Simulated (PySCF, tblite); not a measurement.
# C₄H₅N: changes of charge, electronic excitations, EPR parameters

Aim: compute the changes of charge, electronic excitations, EPR parameters of C₄H₅N (`C/C=C/C#N`).

Computed with tblite 0.8.0 and PySCF 2.14.0 and routines of our own; the level stands in each step. Atoms count from 0.

## Step 1: The starting structure

10 atoms, charge 0, multiplicity 1; geometry from: start built from the parent or by distance geometry.

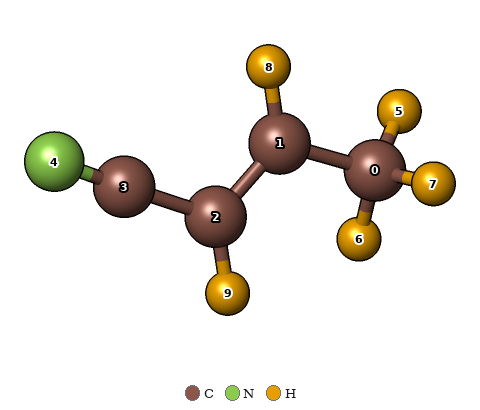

The starting geometry (carbon brown, nitrogen green, hydrogen amber).

## Step 2: Optimising the geometry with GFN2-xTB

Job settings and geometry (Å):

```
{"job": {"kind": "relax", "xc": "GFN2-xTB", "basis": "xTB"}, "charge": 0, "multiplicity": 1}
C     -1.342700     0.042000     0.673900
C     -0.175100    -0.403500    -0.130600
C      0.881000     0.404800    -0.213300
C      1.985800    -0.069800    -1.007400
N      2.883300    -0.503500    -1.583700
H     -2.324200    -0.295800     0.225400
H     -1.365600     1.164700     0.614400
H     -1.235900    -0.317100     1.703700
H     -0.189400    -1.395700    -0.547100
H      0.900400     1.383200     0.219800
```

Command:

```
> OMP_NUM_THREADS=1 python redox_run.py task.json out
```

The driver reads the jobs from task.json and runs them one after another.

The log of the run:

```text
step      E/eV     max force
  0    -379.79107    2.061
  1    -379.88882    0.633
  2    -379.91336    0.456
  3    -379.92746    1.097
  4    -379.92984    1.451
  5    -379.94237    0.319
  6    -379.94748    0.305
  7    -379.95460    0.476
  8    -379.96031    0.282
  9    -379.96418    0.189
 10    -379.96813    0.203
 11    -379.97134    0.269
 12    -379.97349    0.175
 13    -379.97446    0.075
 14    -379.97492    0.067
 15    -379.97528    0.060
 16    -379.97557    0.047
 17    -379.97579    0.045
 18    -379.97599    0.040
 19    -379.97627    0.057
 20    -379.97664    0.070
 21    -379.97710    0.083
 22    -379.97766    0.097
 23    -379.97843    0.114
 24    -379.97970    0.140
 25    -379.98161    0.176
 26    -379.98391    0.214
 27    -379.98624    0.165
 28    -379.98789    0.108
 29    -379.98936    0.136
 30    -379.99024    0.148
 31    -379.99120    0.082
 32    -379.99159    0.058
 33    -379.99199    0.048
 34    -379.99222    0.046
 35    -379.99255    0.033
 36    -379.99266    0.023
 37    -379.99271    0.020
 38    -379.99276    0.021
 39    -379.99282    0.024
 40    -379.99287    0.021
 41    -379.99292    0.022
 42    -379.99297    0.028
 43    -379.99306    0.030
 44    -379.99317    0.031
 45    -379.99326    0.023
 46    -379.99332    0.018
 47    -379.99336    0.018
 48    -379.99340    0.021
 49    -379.99344    0.014
 50    -379.99346    0.010
```

Run time: 0.12 s. Hardware: 1 thread of Arm Neoverse V2, shared host.

Along the way: (not every step is listed)

| step | energy from step 0 (eV) | largest force (eV/Å) |
| --- | --- | --- |
| 0 | 0.0000 | 2.0605 |
| 1 | -0.0978 | 0.6330 |
| 2 | -0.1223 | 0.4558 |
| 3 | -0.1364 | 1.0966 |
| 4 | -0.1388 | 1.4506 |
| 5 | -0.1513 | 0.3189 |
| 6 | -0.1564 | 0.3054 |
| 7 | -0.1635 | 0.4764 |
| 8 | -0.1692 | 0.2822 |
| 11 | -0.1803 | 0.2689 |
| 14 | -0.1839 | 0.0667 |
| 17 | -0.1847 | 0.0447 |
| 20 | -0.1856 | 0.0701 |
| 23 | -0.1874 | 0.1140 |
| 26 | -0.1928 | 0.2135 |
| 29 | -0.1983 | 0.1363 |
| 32 | -0.2005 | 0.0583 |
| 35 | -0.2015 | 0.0325 |
| 38 | -0.2017 | 0.0211 |
| 41 | -0.2019 | 0.0220 |
| 44 | -0.2021 | 0.0308 |
| 45 | -0.2022 | 0.0234 |
| 46 | -0.2022 | 0.0179 |
| 47 | -0.2023 | 0.0185 |
| 48 | -0.2023 | 0.0211 |
| 49 | -0.2024 | 0.0145 |
| 50 | -0.2024 | 0.0098 |

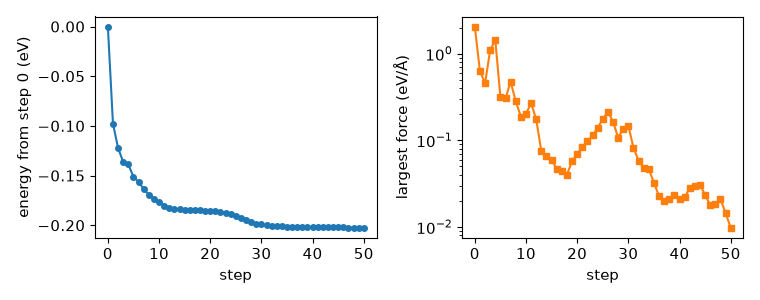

Energy and largest force along the relaxation.

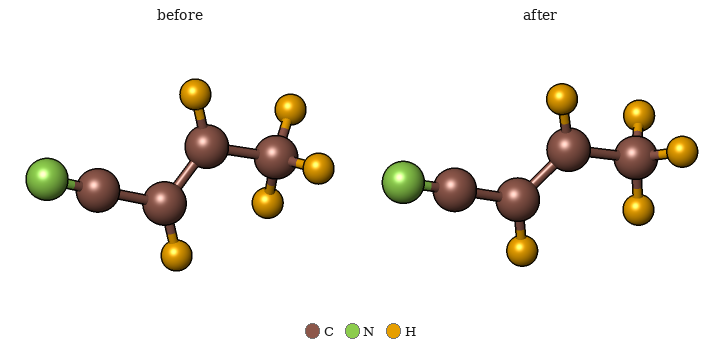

Before and after, at one scale.

Close pairs (by a distance rule), those that changed most:

| bond | before (Å) | after (Å) | change (Å) |
| --- | --- | --- | --- |
| C0–H5 | 1.131 | 1.090 | -0.041 |
| C0–H6 | 1.125 | 1.087 | -0.037 |
| C2–C3 | 1.441 | 1.407 | -0.034 |
| C2–H9 | 1.070 | 1.083 | +0.013 |
| C1–H8 | 1.076 | 1.083 | +0.007 |
| C0–H7 | 1.096 | 1.090 | -0.006 |
| C3–N4 | 1.151 | 1.147 | -0.004 |
| C0–C1 | 1.486 | 1.485 | -0.001 |

The next job starts from the end point, and lists it.

## Step 3: Vibrational analysis with GFN2-xTB

Job settings and geometry (Å):

```
{"job": {"kind": "ir", "xc": "GFN2-xTB", "basis": "xTB"}, "charge": 0, "multiplicity": 1}
C     -1.368100     0.062252     0.691698
C     -0.154352    -0.394969    -0.031103
C      0.877711     0.390176    -0.338291
C      2.011861    -0.082928    -1.024204
N      2.940468    -0.460110    -1.582326
H     -2.251748    -0.107841     0.076836
H     -1.308005     1.118204     0.943409
H     -1.494238    -0.515716     1.607022
H     -0.132546    -1.439663    -0.314535
H      0.896714     1.439903    -0.073560
```

The log of the run:

```text
mode    cm-1     km/mol
  1     155.6      2.42
  2     160.9      2.86
  3     162.9      4.78
  4     389.5      2.54
  5     476.5      9.79
  6     547.9      4.16
  7     738.8      1.51
  8     933.7     18.61
  9     977.6     27.28
 10    1023.6      0.72
 11    1058.1      4.67
 12    1130.3      6.25
 13    1241.5      1.32
 14    1276.7      0.41
 15    1397.1     12.16
 16    1463.8      6.68
 17    1472.6     18.32
 18    1679.8     82.40
 19    2373.0    200.96
 20    3000.5     15.90
 21    3016.4     15.97
 22    3043.4     10.24
 23    3049.8      2.07
 24    3067.6     56.54
ZPE 202.394  H(298)-E 220.057  G(298)-E 127.601 kJ/mol  S 310.10 J/(mol K)
```

Run time: 0.14 s. Hardware: 1 thread of Arm Neoverse V2, shared host.

Which atoms move in the most intense modes:

| cm⁻¹ | km/mol | atoms |
| --- | --- | --- |
| 934 | 18.6 | C2 16 %, H6 16 %, C0 15 %, H7 15 % |
| 978 | 27.3 | H9 40 %, H8 36 % |
| 1473 | 18.3 | H7 37 %, H5 36 %, H6 20 % |
| 1680 | 82.4 | C1 50 %, C2 44 % |
| 2373 | 201.0 | C3 60 %, N4 39 % |
| 3000 | 15.9 | H5 47 %, H7 45 % |
| 3016 | 16.0 | H7 49 %, H5 47 % |
| 3068 | 56.5 | H8 73 %, H9 11 % |

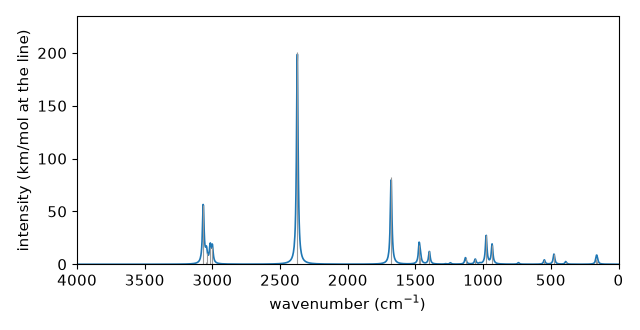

The infrared spectrum from these modes, unscaled. Lines are broadened to a width of 14 cm⁻¹ (Lorentzian).

## Step 4: Geometry optimisation at PBE0-D3(BJ)/def2-SVP

The job, as its differences from that of step 3:

```diff
@@ -1,2 +1,2 @@
-{"job": {"kind": "ir", "xc": "GFN2-xTB", "basis": "xTB"}, "charge": 0, "multiplicity": 1}
+{"job": {"xc": "PBE0", "basis": "def2-SVP", "d3": "d3bj", "grid": 1, "kind": "geom"}, "charge": 0, "multiplicity": 1}
 C     -1.368100     0.062252     0.691698
```

The log of the run:

```text
step   0  E = -209.74471328  max force = 0.027243
step   1  E = -209.74620237  max force = 0.002412
step   2  E = -209.74621403  max force = 0.000262
optimisation converged
```

Run time: 6.2 s. Hardware: 1 thread of Arm Neoverse V2, shared host; peak memory 0.39 GiB.

The steps of the relaxation:

| step | energy from step 0 (eV) | largest force component (eV/Å) |
| --- | --- | --- |
| 0 | 0.0000 | 1.4009 |
| 1 | -0.0405 | 0.1240 |
| 2 | -0.0408 | 0.0135 |

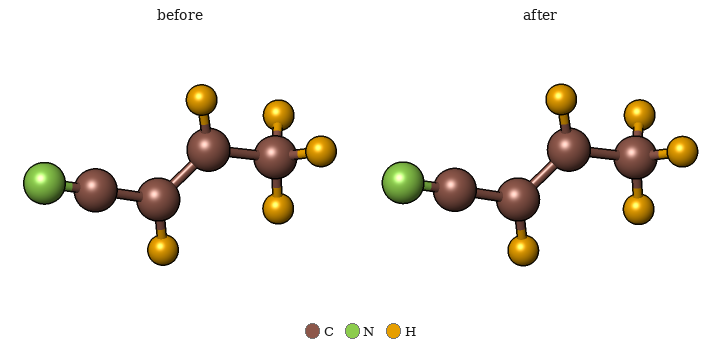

Before and after, at one scale.

Close pairs (by a distance rule), those that changed most:

| bond | before (Å) | after (Å) | change (Å) |
| --- | --- | --- | --- |
| C2–C3 | 1.407 | 1.426 | +0.019 |
| C1–H8 | 1.083 | 1.096 | +0.013 |
| C3–N4 | 1.147 | 1.160 | +0.013 |
| C0–H7 | 1.090 | 1.103 | +0.013 |
| C0–H5 | 1.090 | 1.103 | +0.013 |
| C2–H9 | 1.083 | 1.095 | +0.013 |
| C0–H6 | 1.087 | 1.099 | +0.012 |
| C1–C2 | 1.333 | 1.343 | +0.010 |

The final coordinates are the input of the step that follows.

| at the end point | value |
| --- | --- |
| point group (found at 0.08 Å tolerance) | Cs |
| rotational constants (GHz, main isotopes) | 38.264, 2.292, 2.192 |
| dipole moment (D) | 4.63 |

## Step 5: Harmonic vibrations (C₄H₅N): PBE0-D3(BJ)/def2-SVP

Job settings and geometry (Å):

```
{"job": {"xc": "PBE0", "basis": "def2-SVP", "d3": "d3bj", "grid": 2, "kind": "hessian"}, "charge": 0, "multiplicity": 1}
C     -1.374908     0.071818     0.691387
C     -0.161394    -0.394123    -0.028263
C      0.887952     0.384596    -0.337708
C      2.035315    -0.103602    -1.030482
N      2.975298    -0.485475    -1.593485
H     -2.277089    -0.097948     0.080462
H     -1.320510     1.139690     0.945571
H     -1.518313    -0.503176     1.621377
H     -0.128793    -1.449394    -0.323062
H      0.902203     1.445283    -0.064440
```

The log of the run:

```text
coarse grid: 8512 points
cycle   1  E = -209.6724351691  dE =  4.783e-01  |g| = 4.111e-01  |ddm| = 3.378e+00
cycle   2  E = -209.5383964934  dE =  1.340e-01  |g| = 8.761e-01  |ddm| = 1.002e+00
cycle   3  E = -209.7149915146  dE = -1.766e-01  |g| = 9.826e-02  |ddm| = 6.789e-01
cycle   4  E = -209.7173445824  dE = -2.353e-03  |g| = 2.737e-02  |ddm| = 1.103e-01
cycle   5  E = -209.7175280785  dE = -1.835e-04  |g| = 5.753e-03  |ddm| = 3.247e-02
cycle   6  E = -209.7175370057  dE = -8.927e-06  |g| = 7.655e-04  |ddm| = 7.706e-03
final grid: 82688 points
cycle   7  E = -209.7462442166  dE = -1.608e-05  |g| = 5.408e-03  |ddm| = 3.149e-02
cycle   8  E = -209.7462424945  dE =  1.722e-06  |g| = 6.028e-03  |ddm| = 1.099e-02
cycle   9  E = -209.7462518673  dE = -9.373e-06  |g| = 1.218e-03  |ddm| = 6.118e-03
cycle  10  E = -209.7462522658  dE = -3.985e-07  |g| = 1.976e-04  |ddm| = 1.264e-03
cycle  11  E = -209.7462522722  dE = -6.400e-09  |g| = 1.153e-04  |ddm| = 2.594e-04
cycle  12  E = -209.7462522749  dE = -2.726e-09  |g| = 3.901e-05  |ddm| = 1.052e-04
cycle  13  E = -209.7462522753  dE = -3.560e-10  |g| = 3.614e-06  |ddm| = 3.421e-05
cycle  14  E = -209.7462522753  dE = -3.865e-12  |g| = 4.624e-07  |ddm| = 4.776e-06
converged SCF energy = -209.7462522753

mode    cm-1
  1     175.4
  2     175.7
  3     202.1
  4     396.7
  5     505.7
  6     565.1
  7     809.1
  8     913.0
  9     985.1
 10    1057.0
 11    1062.5
 12    1142.1
 13    1289.6
 14    1313.7
 15    1391.3
 16    1444.0
 17    1452.4
 18    1741.7
 19    2388.2
 20    3049.8
 21    3128.4
 22    3166.7
 23    3188.7
 24    3193.6
ZPE 207.777  H(298)-E 224.939  G(298)-E 133.618 kJ/mol  S 306.29 J/(mol K)
```

Run time: 80 s. Hardware: 1 thread of Arm Neoverse V2, shared host; peak memory 1.4 GiB.

Zero-point energy 207.78 kJ/mol (xTB gave 202.39).

## Step 6: Single point (C4H5N): wB97X-D3(BJ)/ma-def2-TZVP

Geometry: PBE0-D3(BJ)/def2-SVP.

The job, as its differences from that of step 5:

```diff
@@ -1,2 +1,2 @@
-{"job": {"xc": "PBE0", "basis": "def2-SVP", "d3": "d3bj", "grid": 2, "kind": "hessian"}, "charge": 0, "multiplicity": 1}
+{"job": {"kind": "sp", "xc": "wB97X", "basis": "ma-def2-TZVP", "d3": "d3bj", "grid": 2}, "charge": 0, "multiplicity": 1}
 C     -1.374908     0.071818     0.691387
```

The log of the run:

```text
coarse grid: 8512 points
cycle   1  E = -210.2683732627  dE =  6.635e-01  |g| = 4.861e-01  |ddm| = 2.602e+00
cycle   2  E = -210.2203764197  dE =  4.800e-02  |g| = 7.450e-01  |ddm| = 1.007e+00
cycle   3  E = -210.3340432978  dE = -1.137e-01  |g| = 3.655e-02  |ddm| = 4.503e-01
cycle   4  E = -210.3345024603  dE = -4.592e-04  |g| = 2.013e-02  |ddm| = 1.046e-01
cycle   5  E = -210.3346031248  dE = -1.007e-04  |g| = 7.615e-03  |ddm| = 2.359e-02
cycle   6  E = -210.3346195175  dE = -1.639e-05  |g| = 1.293e-03  |ddm| = 1.232e-02
cycle   7  E = -210.3346203105  dE = -7.930e-07  |g| = 5.267e-04  |ddm| = 3.500e-03
final grid: 82688 points
cycle   8  E = -210.3188888811  dE = -3.317e-05  |g| = 2.286e-03  |ddm| = 1.047e-01
cycle   9  E = -210.3188896548  dE = -7.737e-07  |g| = 1.557e-03  |ddm| = 1.134e-02
cycle  10  E = -210.3188901762  dE = -5.214e-07  |g| = 4.775e-04  |ddm| = 1.909e-03
cycle  11  E = -210.3188902144  dE = -3.822e-08  |g| = 2.763e-04  |ddm| = 8.602e-04
cycle  12  E = -210.3188902294  dE = -1.504e-08  |g| = 5.093e-05  |ddm| = 3.316e-04
cycle  13  E = -210.3188902301  dE = -6.554e-10  |g| = 1.527e-05  |ddm| = 7.069e-05
converged SCF energy = -210.3188902301
```

Run time: 9.7 s. Hardware: 1 thread of Arm Neoverse V2, shared host; peak memory 0.66 GiB.

Orbitals, density, ELF and potential are computed afterwards from the orbital file.

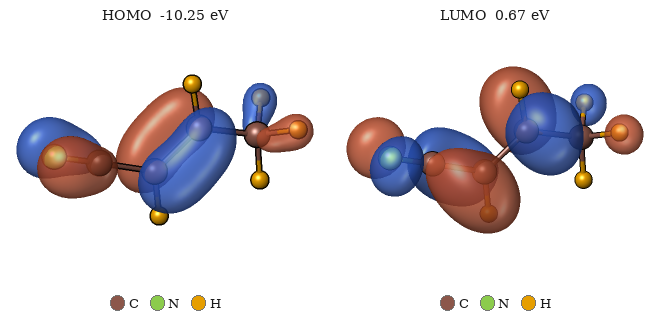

wB97X/ma-def2-TZVP orbitals near the gap, drawn at the value that encloses 70 % of each; the two colours are the two signs.

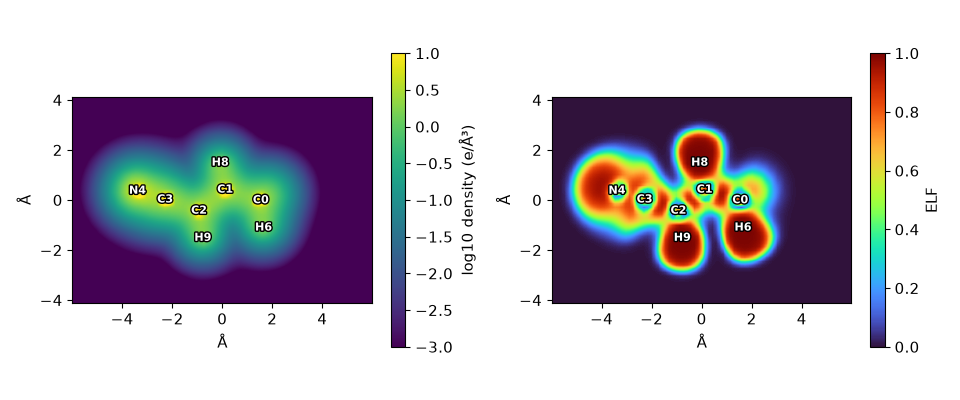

Density (left) and ELF (right) in a plane through or near 8 of the atoms.

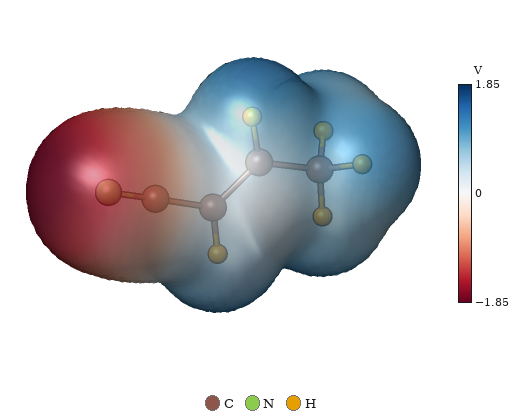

The potential that a unit positive charge feels on the 0.002 e/bohr³ surface, from -1.85 V near N4 to 1.42 V near H9.

## Step 7: Single point (C₄H₅N+ (doublet)): wB97X-D3(BJ)/ma-def2-TZVP

Geometry: PBE0-D3(BJ)/def2-SVP, that of another charge or spin state.

The job, as its differences from that of step 6:

```diff
@@ -1,2 +1,2 @@
-{"job": {"kind": "sp", "xc": "wB97X", "basis": "ma-def2-TZVP", "d3": "d3bj", "grid": 2}, "charge": 0, "multiplicity": 1}
+{"job": {"kind": "sp", "xc": "wB97X", "basis": "ma-def2-TZVP", "d3": "d3bj", "grid": 2}, "charge": 1, "multiplicity": 2}
 C     -1.374908     0.071818     0.691387
```

The log of the run:

```text
final grid: 82688 points
cycle   1  E = -209.9335414439  dE = -2.738e-02  |g| = 1.388e-01  |ddm| = 5.104e-01
cycle   2  E = -209.9384535978  dE = -4.912e-03  |g| = 1.034e-01  |ddm| = 2.177e-01
cycle   3  E = -209.9434977594  dE = -5.044e-03  |g| = 2.887e-02  |ddm| = 9.694e-02
cycle   4  E = -209.9439160107  dE = -4.183e-04  |g| = 1.057e-02  |ddm| = 2.534e-02
cycle   5  E = -209.9440550264  dE = -1.390e-04  |g| = 5.633e-03  |ddm| = 1.432e-02
cycle   6  E = -209.9441282353  dE = -7.321e-05  |g| = 1.886e-03  |ddm| = 1.381e-02
cycle   7  E = -209.9441422278  dE = -1.399e-05  |g| = 8.870e-04  |ddm| = 6.490e-03
cycle   8  E = -209.9441454233  dE = -3.195e-06  |g| = 5.477e-04  |ddm| = 2.482e-03
cycle   9  E = -209.9441465831  dE = -1.160e-06  |g| = 2.551e-04  |ddm| = 1.669e-03
cycle  10  E = -209.9441468589  dE = -2.758e-07  |g| = 8.083e-05  |ddm| = 1.070e-03
cycle  11  E = -209.9441468856  dE = -2.668e-08  |g| = 4.422e-05  |ddm| = 3.059e-04
cycle  12  E = -209.9441468913  dE = -5.664e-09  |g| = 1.831e-05  |ddm| = 1.410e-04
converged SCF energy = -209.9441468913
```

Run time: 15 s. Hardware: 1 thread of Arm Neoverse V2, shared host; peak memory 0.77 GiB.

(Part 1 of 3 ends here.)
